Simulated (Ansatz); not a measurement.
# A computed series for WS2: carrier doping

Take WS2 (space group P6_3/mmc, No. 194; layered, stacked along the Cartesian z axis) as the base.

```
CELL_PARAMETERS angstrom
      3.15405     0.00000     0.00000
     -1.57702     2.73148     0.00000
      0.00000     0.00000    12.14146
ATOMIC_POSITIONS crystal
  W  0.33333 0.66667 0.25000
  W  0.66667 0.33333 0.75000
  S  0.33333 0.66667 0.62030
  S  0.66667 0.33333 0.12030
  S  0.66667 0.33333 0.37970
  S  0.33333 0.66667 0.87970
```

Carriers are added at fixed cell with a uniform background; the Fermi–Dirac width is that of 300 K.

All numbers come from PBE-D3(BJ) (Ansatz, a first-principles code, PAW, no spin-orbit coupling).

Notes on the quantities. Fermi level from band edge: Fermi level relative to the doped band's edge (positive inside the band; to 0.05 eV).

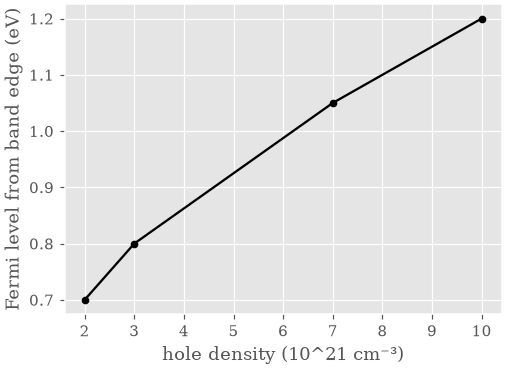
Figure: Fermi level from band edge against hole density

**Question.** From the plot, what is the Fermi level from band edge for holes 3.0×10^21 cm⁻³?

**Answer.** About 0.80 eV.

**Question.** Is the trend monotonic over the range shown?

**Answer.** Yes, it rises throughout, spanning +0.70 eV to +1.20 eV.

Carriers are added with a uniform compensating background; total energy and stress of such cells depend on the potential's zero and are not compared; many-body gap narrowing is missing at this level. Whether these cells are dynamically stable was not tested.
